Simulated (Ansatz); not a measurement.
**Geometry relaxation, with input and output: CH8OSi (part 1 of 2)**

- system: CH8OSi
- method: RHF/6-31G* (Ansatz 0.2.0)

It belongs to a series of runs on one base structure; here: end point A relaxed. Figures and captions count atoms from 1; the log counts them from 0 in places.

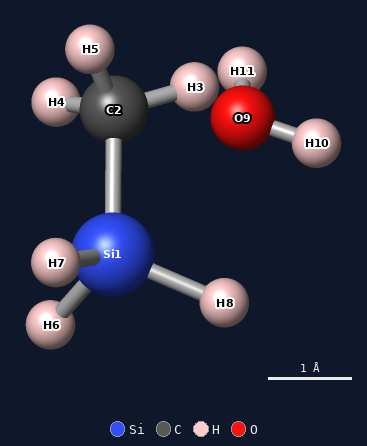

Figure 1. The structure as given in the input (ball-and-stick view, seen at a tilt; atoms are numbered from 1 in the order of the input). Bond lengths as drawn: C–H 1.09 Å, C–Si 1.88 Å, H–O 0.95 to 0.97 Å and H–Si 1.47 to 1.48 Å.

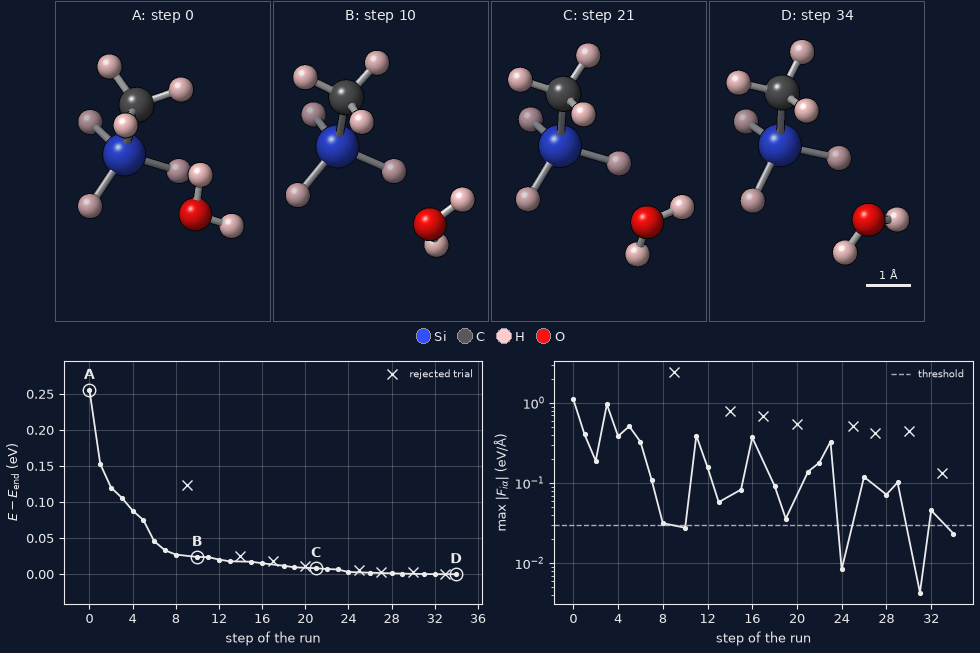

Figure 2. Frames of the relaxation (ball-and-stick view, seen at a tilt) above the curves, on which the letters mark them (the first geometry is step 0 here and step 1 in the log).

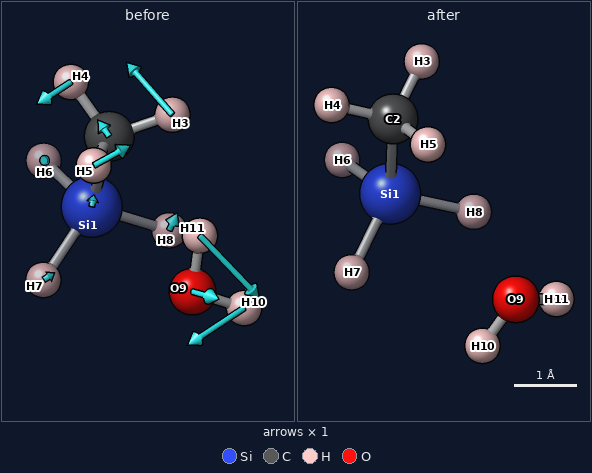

Figure 3. Before (left) and after (right) the relaxation, at one scale (ball-and-stick view, seen at a tilt). The teal arrows give the displacements, at true length. The largest move after the best rigid fit is that of H11, 1.53 Å. By element the largest moves are H 1.53 Å, O 0.63 Å, C 0.36 Å, Si 0.22 Å. Among the contacts that change: O9–H11 0.969 → 0.948 Å, Si1–H7 1.471 → 1.479 Å, Si1–H6 1.485 → 1.480 Å. Among the angles that change: C2–Si1–H6 107.8° → 110.9°, H7–Si1–H8 110.8° → 108.0°. Over 34 geometry steps the energy falls by 0.256 eV. The largest force component goes from 1.1 to 0.023 eV/Å. The line search rejected the trial steps at points 9, 14, 17, 20, 25, 27, 30, 33 (counted from 0) and went back. (Atoms are counted from 1 in the order of the input.)

These pictures come from the run below.

The input:
```yaml
crystal:
  periodic: [false, false, false]
  atoms:
    - { symbol: Si, position_ang: [0.296251, -0.036841, 0.111461] }
    - { symbol: C, position_ang: [0.157042, -0.027711, 1.989801] }
    - { symbol: H, position_ang: [-0.407516, -0.87844, 2.364093] }
    - { symbol: H, position_ang: [1.141783, -0.089563, 2.442842] }
    - { symbol: H, position_ang: [-0.301483, 0.883057, 2.36078] }
    - { symbol: H, position_ang: [1.688148, -0.417478, -0.238682] }
    - { symbol: H, position_ang: [0.053119, 1.286778, -0.48346] }
    - { symbol: H, position_ang: [-0.569461, -1.058082, -0.510405] }
    - { symbol: O, position_ang: [-2.437432, 0.564188, 0.82369] }
    - { symbol: H, position_ang: [-3.054493, -0.062368, 0.469358] }
    - { symbol: H, position_ang: [-2.130456, 0.188458, 1.662823] }
basis:
  gaussian: { orbitals: "6-31G*" }
hamiltonian:
  xc: hf
relax:
  f_tol: 0.03
  max_steps: 50
```

Launched with:
```bash
ansatz run input.yaml --threads 1 --pin off --max-ram 2048MiB --backend cpu --events-out ev --progress --plain --runs-dir out
```

Output:
```
The last accepted step is kept in [file] (removed where the run ends without a failure and the disk answers)
Engine: ansatz 0.2.0, x86_64-unknown-linux-gnu
Functional definition: HF
  exchange = exact_x
  correlation = 0
747 factors; integrals over basis functions are off by at most 6.4e-4 eV
mean field evaluation 1: about -11052.6736 eV, gradient 3.4e1 eV
mean field evaluation 2: about -11052.7257 eV, gradient 3.4e1 eV
mean field evaluation 4: about -11055.3431 eV, gradient 2.9e0 eV
mean field evaluation 8: about -11055.3733 eV, gradient 1.6e-1 eV
mean field -11055.37341930 eV, -406.2774795579 hartree, gradient 2.5e-5 eV, S^2 0.000000; 0 other end points of the search recorded, 0 dependent functions left out
the calculation of the forces begins
reference -11055.37341930 eV, -406.2774795579 hartree; 18, 18 occupied and 47, 47 virtual orbitals, 747 factors
relax step   1: F+E_penalty+E_count = -11055.37341930 eV  Δ(F+E_penalty+E_count) = +0.000e0 eV  max|allowed force component| = 1.110e0 eV/Å  Δτ_max = 0.0000 Å  (31 SCF iters, accepted)
these checks for a lower state are left out or cut short: starts, cluster_reference, orbital_swaps, neighbouring_geometries, increment
747 factors; integrals over basis functions are off by at most 6.4e-4 eV
mean field evaluation 16: about -11055.4760 eV, gradient 1.7e-4 eV
mean field -11055.47604285 eV, -406.2812509037 hartree, gradient 1.6e-5 eV, S^2 0.000000; 0 other end points of the search recorded, 0 dependent functions left out
[... from here on the field's lines of each further geometry are left out, up to the last ...]
relax step   2: F+E_penalty+E_count = -11055.47604285 eV  Δ(F+E_penalty+E_count) = -1.026e-1 eV  max|allowed force component| = 4.056e-1 eV/Å  Δτ_max = 0.1961 Å  (29 SCF iters, accepted)
relax step   3: F+E_penalty+E_count = -11055.50870760 eV  Δ(F+E_penalty+E_count) = -3.266e-2 eV  max|allowed force component| = 1.897e-1 eV/Å  Δτ_max = 0.2000 Å  (29 SCF iters, accepted)
relax step   4: F+E_penalty+E_count = -11055.52291585 eV  Δ(F+E_penalty+E_count) = -1.421e-2 eV  max|allowed force component| = 9.615e-1 eV/Å  Δτ_max = 0.1945 Å  (29 SCF iters, accepted)
relax step   5: F+E_penalty+E_count = -11055.54063830 eV  Δ(F+E_penalty+E_count) = -1.772e-2 eV  max|allowed force component| = 3.852e-1 eV/Å  Δτ_max = 0.2000 Å  (29 SCF iters, accepted)
relax step   6: F+E_penalty+E_count = -11055.55386665 eV  Δ(F+E_penalty+E_count) = -1.323e-2 eV  max|allowed force component| = 5.118e-1 eV/Å  Δτ_max = 0.1881 Å  (29 SCF iters, accepted)
relax step   7: F+E_penalty+E_count = -11055.58310494 eV  Δ(F+E_penalty+E_count) = -2.924e-2 eV  max|allowed force component| = 3.280e-1 eV/Å  Δτ_max = 0.2000 Å  (29 SCF iters, accepted)
relax step   8: F+E_penalty+E_count = -11055.59577977 eV  Δ(F+E_penalty+E_count) = -1.267e-2 eV  max|allowed force component| = 1.099e-1 eV/Å  Δτ_max = 0.1611 Å  (27 SCF iters, accepted)
relax step   9: F+E_penalty+E_count = -11055.60166993 eV  Δ(F+E_penalty+E_count) = -5.890e-3 eV  max|allowed force component| = 3.167e-2 eV/Å  Δτ_max = 0.1009 Å  (29 SCF iters, accepted)
relax step  10: F+E_penalty+E_count = -11055.50548667 eV  Δ(F+E_penalty+E_count) = +9.618e-2 eV  max|allowed force component| = 2.467e0 eV/Å  Δτ_max = 0.1888 Å  (29 SCF iters, rejected (line search))
relax step  11: F+E_penalty+E_count = -11055.60509355 eV  Δ(F+E_penalty+E_count) = -3.424e-3 eV  max|allowed force component| = 2.773e-2 eV/Å  Δτ_max = 0.0944 Å  (29 SCF iters, accepted)
relax step  12: F+E_penalty+E_count = -11055.60515681 eV  Δ(F+E_penalty+E_count) = -6.326e-5 eV  max|allowed force component| = 3.918e-1 eV/Å  Δτ_max = 0.0976 Å  (28 SCF iters, accepted)
relax step  13: F+E_penalty+E_count = -11055.60859098 eV  Δ(F+E_penalty+E_count) = -3.434e-3 eV  max|allowed force component| = 1.579e-1 eV/Å  Δτ_max = 0.0496 Å  (29 SCF iters, accepted)
relax step  14: F+E_penalty+E_count = -11055.61105214 eV  Δ(F+E_penalty+E_count) = -2.461e-3 eV  max|allowed force component| = 5.784e-2 eV/Å  Δτ_max = 0.0610 Å  (28 SCF iters, accepted)
relax step  15: F+E_penalty+E_count = -11055.60313734 eV  Δ(F+E_penalty+E_count) = +7.915e-3 eV  max|allowed force component| = 7.915e-1 eV/Å  Δτ_max = 0.1961 Å  (28 SCF iters, rejected (line search))
relax step  16: F+E_penalty+E_count = -11055.61161719 eV  Δ(F+E_penalty+E_count) = -5.651e-4 eV  max|allowed force component| = 8.306e-2 eV/Å  Δτ_max = 0.0809 Å  (28 SCF iters, accepted)
relax step  17: F+E_penalty+E_count = -11055.61371286 eV  Δ(F+E_penalty+E_count) = -2.096e-3 eV  max|allowed force component| = 3.711e-1 eV/Å  Δτ_max = 0.0978 Å  (29 SCF iters, accepted)
relax step  18: F+E_penalty+E_count = -11055.61129274 eV  Δ(F+E_penalty+E_count) = +2.420e-3 eV  max|allowed force component| = 6.968e-1 eV/Å  Δτ_max = 0.0861 Å  (29 SCF iters, rejected (line search))
relax step  19: F+E_penalty+E_count = -11055.61717397 eV  Δ(F+E_penalty+E_count) = -3.461e-3 eV  max|allowed force component| = 9.239e-2 eV/Å  Δτ_max = 0.0430 Å  (29 SCF iters, accepted)
relax step  20: F+E_penalty+E_count = -11055.61938734 eV  Δ(F+E_penalty+E_count) = -2.213e-3 eV  max|allowed force component| = 3.600e-2 eV/Å  Δτ_max = 0.0750 Å  (28 SCF iters, accepted)
relax step  21: F+E_penalty+E_count = -11055.61790491 eV  Δ(F+E_penalty+E_count) = +1.482e-3 eV  max|allowed force component| = 5.517e-1 eV/Å  Δτ_max = 0.1097 Å  (29 SCF iters, rejected (line search))
relax step  22: F+E_penalty+E_count = -11055.62060321 eV  Δ(F+E_penalty+E_count) = -1.216e-3 eV  max|allowed force component| = 1.394e-1 eV/Å  Δτ_max = 0.0537 Å  (28 SCF iters, accepted)
relax step  23: F+E_penalty+E_count = -11055.62175787 eV  Δ(F+E_penalty+E_count) = -1.155e-3 eV  max|allowed force component| = 1.799e-1 eV/Å  Δτ_max = 0.0549 Å  (29 SCF iters, accepted)
relax step  24: F+E_penalty+E_count = -11055.62231388 eV  Δ(F+E_penalty+E_count) = -5.560e-4 eV  max|allowed force component| = 3.290e-1 eV/Å  Δτ_max = 0.0809 Å  (28 SCF iters, accepted)
relax step  25: F+E_penalty+E_count = -11055.62583881 eV  Δ(F+E_penalty+E_count) = -3.525e-3 eV  max|allowed force component| = 8.388e-3 eV/Å  Δτ_max = 0.0720 Å  (29 SCF iters, accepted)
relax step  26: F+E_penalty+E_count = -11055.62345277 eV  Δ(F+E_penalty+E_count) = +2.386e-3 eV  max|allowed force component| = 5.105e-1 eV/Å  Δτ_max = 0.1330 Å  (28 SCF iters, rejected (line search))
relax step  27: F+E_penalty+E_count = -11055.62684329 eV  Δ(F+E_penalty+E_count) = -1.004e-3 eV  max|allowed force component| = 1.196e-1 eV/Å  Δτ_max = 0.0649 Å  (28 SCF iters, accepted)
relax step  28: F+E_penalty+E_count = -11055.62548264 eV  Δ(F+E_penalty+E_count) = +1.361e-3 eV  max|allowed force component| = 4.227e-1 eV/Å  Δτ_max = 0.0884 Å  (28 SCF iters, rejected (line search))
relax step  29: F+E_penalty+E_count = -11055.62768880 eV  Δ(F+E_penalty+E_count) = -8.455e-4 eV  max|allowed force component| = 7.191e-2 eV/Å  Δτ_max = 0.0431 Å  (29 SCF iters, accepted)
relax step  30: F+E_penalty+E_count = -11055.62813717 eV  Δ(F+E_penalty+E_count) = -4.484e-4 eV  max|allowed force component| = 1.019e-1 eV/Å  Δτ_max = 0.0463 Å  (30 SCF iters, accepted)
relax step  31: F+E_penalty+E_count = -11055.62617916 eV  Δ(F+E_penalty+E_count) = +1.958e-3 eV  max|allowed force component| = 4.456e-1 eV/Å  Δτ_max = 0.0674 Å  (30 SCF iters, rejected (line search))
relax step  32: F+E_penalty+E_count = -11055.62867354 eV  Δ(F+E_penalty+E_count) = -5.364e-4 eV  max|allowed force component| = 4.295e-3 eV/Å  Δτ_max = 0.0323 Å  (29 SCF iters, accepted)
relax step  33: F+E_penalty+E_count = -11055.62889944 eV  Δ(F+E_penalty+E_count) = -2.259e-4 eV  max|allowed force component| = 4.578e-2 eV/Å  Δτ_max = 0.0347 Å  (29 SCF iters, accepted)
relax step  34: F+E_penalty+E_count = -11055.62877549 eV  Δ(F+E_penalty+E_count) = +1.239e-4 eV  max|allowed force component| = 1.344e-1 eV/Å  Δτ_max = 0.0523 Å  (29 SCF iters, rejected (line search))
the calculation of the forces begins
reference -11055.62897241 eV, -406.2868709615 hartree; 18, 18 occupied and 47, 47 virtual orbitals, 747 factors
relax step  35: F+E_penalty+E_count = -11055.62897241 eV  Δ(F+E_penalty+E_count) = -7.297e-5 eV  max|allowed force component| = 2.340e-2 eV/Å  Δτ_max = 0.0065 Å  (23 SCF iters, accepted)
747 factors; integrals over basis functions are off by at most 6.3e-4 eV
mean field evaluation 256: about -11055.6263 eV, gradient 5.7e-1 eV
mean field -11055.62897241 eV, -406.2868709615 hartree, gradient 2.7e-5 eV, S^2 0.000000; 1 other end points of the search recorded, 0 dependent functions left out
the calculation of the forces begins
reference -11055.62897241 eV, -406.2868709615 hartree; 18, 18 occupied and 47, 47 virtual orbitals, 747 factors
Total energy: -11055.62897241 eV, -406.2868709615 hartree
Atom 0 at     0.375071    -0.255638     0.195155 Å, force    -0.000306    -0.001119     0.000773 eV/Å
Atom 1 at     0.532711    -0.040309     2.059970 Å, force     0.001133    -0.000069    -0.000082 eV/Å
Atom 2 at     0.842754    -0.966209     2.536036 Å, force     0.000846     0.000505    -0.000365 eV/Å
Atom 3 at     1.268468     0.720404     2.304788 Å, force    -0.000632     0.000744     0.000162 eV/Å
Atom 4 at    -0.419480     0.258419     2.484898 Å, force    -0.000134    -0.000393    -0.000052 eV/Å
Atom 5 at     1.670382    -0.651336    -0.401437 Å, force     0.000135     0.000675     0.000449 eV/Å
Atom 6 at    -0.054452     1.001185    -0.456592 Å, force    -0.001386    -0.001016    -0.000042 eV/Å
Atom 7 at    -0.611263    -1.306364    -0.141935 Å, force    -0.000746    -0.000141     0.000108 eV/Å
Atom 8 at    -2.984990     0.602468     1.172735 Å, force    -0.003649    -0.005219    -0.023400 eV/Å
Atom 9 at    -2.963741     1.219869     0.453353 Å, force     0.000025    -0.013736     0.016915 eV/Å
Atom 10 at    -3.219958    -0.230493     0.785329 Å, force     0.004713     0.019769     0.005533 eV/Å
Dipole moment:    -0.135784    -0.044093    -0.249971 e Å
```

Trajectory as extended XYZ (Å, eV, eV/Å), 35 frames, from step=1 to step=35:
```
11
Properties=species:S:1:pos:R:3:forces:R:3 step=1 energy=-11055.37342
Si    0.2963   -0.0368    0.1115    0.2628  -0.0441  -0.4556
C     0.1570   -0.0277    1.9898    0.2587  -0.0063   0.4504
H    -0.4075   -0.8784    2.3641    0.0138  -0.0120  -0.0011
H     1.1418   -0.0896    2.4428    0.0035  -0.0091  -0.0040
H    -0.3015    0.8831    2.3608    0.0127  -0.0005  -0.0127
H     1.6881   -0.4175   -0.2387   -0.0028  -0.0016   0.0066
H     0.0531    1.2868   -0.4835    0.0033  -0.0020   0.0001
H    -0.5695   -1.0581   -0.5104   -0.0034   0.0001   0.0012
O    -2.4374    0.5642    0.8237    0.1549  -0.4225   1.1102
H    -3.0545   -0.0624    0.4694   -0.0074  -0.0009  -0.0110
H    -2.1305    0.1885    1.6628   -0.6962   0.4989  -1.0839
11
Properties=species:S:1:pos:R:3:forces:R:3 step=2 energy=-11055.47604
Si    0.3477   -0.0451    0.1023    0.1817  -0.0296  -0.0819
C     0.2143   -0.0334    1.9937    0.0201  -0.0055   0.1794
H    -0.3570   -0.8817    2.3652    0.0164   0.0192  -0.0263
H     1.1953   -0.0955    2.4519    0.0534  -0.0013  -0.0224
H    -0.2504    0.8772    2.3586   -0.0069  -0.0182  -0.0317
H     1.7350   -0.4281   -0.2521    0.0041  -0.0030  -0.0416
H     0.0874    1.2781   -0.4877    0.0037  -0.0020  -0.0032
H    -0.5351   -1.0590   -0.5103   -0.0250   0.0155   0.0152
O    -2.5767    0.5955    0.8587   -0.2997  -0.4056  -0.0072
H    -3.1025   -0.0714    0.4191    0.2610   0.3378   0.2208
H    -2.3224    0.2153    1.6928   -0.2088   0.0927  -0.2011
11
Properties=species:S:1:pos:R:3:forces:R:3 step=3 energy=-11055.50871
Si    0.4257   -0.0525    0.0993   -0.1897  -0.0410  -0.0459
C     0.2488   -0.0342    1.9935    0.0687   0.0191  -0.1086
H    -0.3319   -0.8883    2.3362    0.1237   0.0139  -0.0009
H     1.2226   -0.0748    2.4719   -0.0713   0.0229   0.0876
H    -0.2619    0.8682    2.3201    0.1296  -0.0558  -0.0072
H     1.7925   -0.4583   -0.3118   -0.0310  -0.0122   0.1090
H     0.1634    1.2717   -0.4891    0.0465   0.0408   0.0045
H    -0.5168   -1.0294   -0.4890    0.0717  -0.0122  -0.0379
O    -2.6514    0.5890    0.8905   -0.1101  -0.0996   0.1140
H    -3.1446   -0.0672    0.4125    0.0719   0.0760   0.0655
H    -2.5109    0.2279    1.7583   -0.1098   0.0483  -0.1799
11
Properties=species:S:1:pos:R:3:forces:R:3 step=4 energy=-11055.52292
Si    0.4461   -0.0632    0.0922    0.1490  -0.0170   0.0648
C     0.2997   -0.0396    1.9867   -0.0969   0.0215  -0.0572
H    -0.2539   -0.9069    2.3416    0.0786   0.0471   0.0192
H     1.2758   -0.0522    2.4626   -0.0374   0.0127  -0.0205
H    -0.2265    0.8533    2.3141    0.0510  -0.0806   0.0089
H     1.8158   -0.4784   -0.2937   -0.0300  -0.0137  -0.0047
H     0.2043    1.2674   -0.4931   -0.0209  -0.0027  -0.0078
H    -0.4844   -1.0446   -0.5070   -0.0414   0.0361   0.0071
O    -2.8123    0.6448    0.9428   -0.3721  -0.9615  -0.5463
H    -3.1266   -0.0588    0.3538    0.3843   0.8758   0.7316
H    -2.7024    0.2303    1.7923   -0.0642   0.0822  -0.1951
11
Properties=species:S:1:pos:R:3:forces:R:3 step=5 energy=-11055.54064
Si    0.5039   -0.0664    0.0875   -0.3852  -0.0476   0.0369
C     0.3245   -0.0232    1.9727    0.3218  -0.0864   0.3468
H    -0.1537   -0.9146    2.3795    0.0095   0.0799  -0.2074
H     1.3098    0.0216    2.4281    0.0429   0.0322   0.0390
H    -0.2228    0.8421    2.3314   -0.0894  -0.0149  -0.1871
H     1.8317   -0.5816   -0.3120    0.0075  -0.0046   0.0575
H     0.3305    1.2763   -0.4991    0.0504  -0.0074  -0.0070
H    -0.5177   -0.9727   -0.4891    0.0604   0.0411  -0.0658
O    -2.9341    0.6333    0.9868    0.0370   0.1183   0.1923
H    -3.1610    0.0067    0.3188   -0.0564  -0.1390  -0.2263
H    -2.8756    0.1304    1.7878    0.0015   0.0284   0.0210
11
Properties=species:S:1:pos:R:3:forces:R:3 step=6 energy=-11055.55387
Si    0.4825   -0.0950    0.0872    0.1569  -0.0079   0.0928
C     0.3416   -0.0450    1.9757   -0.1662   0.2377   0.5118
H    -0.0150   -1.0001    2.3803    0.1698   0.2866  -0.1454
H     1.3071    0.1763    2.4542   -0.4303  -0.0978  -0.2807
H    -0.3706    0.7351    2.2858    0.3639  -0.4108  -0.1526
H     1.8285   -0.5821   -0.2866   -0.0089  -0.0330  -0.0563
H     0.3027    1.2434   -0.5064   -0.0135  -0.0023   0.0071
H    -0.5049   -1.0210   -0.5124   -0.0399   0.0371   0.0431
O    -2.9375    0.6924    1.0346    0.0284   0.0287   0.0843
H    -3.1363    0.1334    0.2967   -0.0212  -0.0472  -0.0339
H    -2.8626    0.1146    1.7831   -0.0390   0.0089  -0.0701
11
Properties=species:S:1:pos:R:3:forces:R:3 step=7 energy=-11055.58310
Si    0.5033   -0.1005    0.0956   -0.0592  -0.0158   0.1309
C     0.3746   -0.0440    1.9839    0.0371  -0.0813   0.1395
H     0.1728   -1.0334    2.4025    0.0973   0.1824  -0.1133
H     1.2986    0.3223    2.4306   -0.0980  -0.0562  -0.0609
H    -0.4296    0.6171    2.2940    0.0488  -0.0474  -0.0753
H     1.8036   -0.6719   -0.3188    0.0099  -0.0211   0.0091
H     0.3928    1.2489   -0.4891    0.0068   0.0275  -0.0072
H    -0.5592   -0.9531   -0.4820   -0.0045   0.0012  -0.0075
O    -2.9023    0.6838    1.0324   -0.1524  -0.3280   0.2366
H    -3.1569    0.1791    0.2698    0.0419   0.0832   0.0077
H    -3.0620    0.1037    1.7732    0.0724   0.2556  -0.2597
11
Properties=species:S:1:pos:R:3:forces:R:3 step=8 energy=-11055.59578
Si    0.5618   -0.1240    0.0856    0.0253   0.0284   0.0253
C     0.3875   -0.0408    1.9648    0.1099  -0.0769  -0.0470
H     0.3093   -1.0336    2.3985   -0.0502  -0.0346  -0.0235
H     1.2514    0.4338    2.4206   -0.0195   0.0844  -0.0294
H    -0.4990    0.5221    2.2296   -0.0139   0.0228   0.0439
H     1.8529   -0.7433   -0.2948   -0.0372   0.0002   0.0110
H     0.5102    1.2274   -0.5133   -0.0060  -0.0385   0.0192
H    -0.5205   -0.9398   -0.5122    0.0057   0.0117   0.0162
O    -3.0251    0.7087    1.1338    0.0020   0.0315   0.0767
H    -3.2119    0.3064    0.2975   -0.0073  -0.0322  -0.0567
H    -3.1812    0.0350    1.7822   -0.0088   0.0032  -0.0358
11
Properties=species:S:1:pos:R:3:forces:R:3 step=9 energy=-11055.60167
Si    0.5491   -0.1270    0.0968    0.0071   0.0049  -0.0014
C     0.4175   -0.0408    1.9752   -0.0276   0.0178   0.0173
H     0.3965   -1.0347    2.4131    0.0147  -0.0057   0.0087
H     1.2610    0.4932    2.4030    0.0027  -0.0046  -0.0005
H    -0.4921    0.4769    2.2628    0.0317  -0.0141  -0.0095
H     1.8138   -0.7789   -0.3107   -0.0044  -0.0002  -0.0005
H     0.5158    1.2235   -0.5005   -0.0086  -0.0003  -0.0035
H    -0.5645   -0.9163   -0.4763   -0.0072  -0.0031   0.0018
O    -3.0380    0.7036    1.1372   -0.0093   0.0137   0.0146
H    -3.1681    0.3581    0.2644    0.0040  -0.0057  -0.0017
H    -3.2555   -0.0055    1.7273   -0.0031  -0.0029  -0.0254
```
